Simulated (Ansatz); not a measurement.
La2O3: pressure series

Consider La₂O₃ (space group P-3m1, No. 164).

```
La2O3
1.0
    3.94027     0.00000     0.00000
   -1.97014     3.41238     0.00000
    0.00000     0.00000     6.18799
La O
2 3
Cartesian
  0.00000   2.27492   1.53082
  1.97014   1.13746   4.65716
  0.00000   0.00000   0.00000
  0.00000   2.27492   3.99299
  1.97014   1.13746   2.19499
```

Cell and atoms are relaxed at each pressure.

Computed with Kohn–Sham DFT with the PBE functional, run in Ansatz (an electronic-structure program) with PAW and 420 eV plane waves, no SOC.

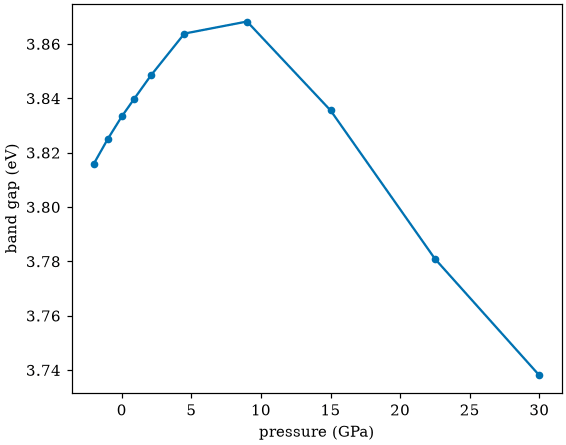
Band gap against pressure

```csv
pressure (GPa),band gap
-2,3.82 eV
-1,3.83 eV
0.9,3.84 eV
2.1,3.85 eV
4.5,3.86 eV
9,3.87 eV
15,3.84 eV
22.5,3.78 eV
30,3.74 eV
```

Load acts through the strain it causes; cell and atoms are relaxed under it. Whether these cells are dynamically stable was not tested. No other phases were tried under pressure.
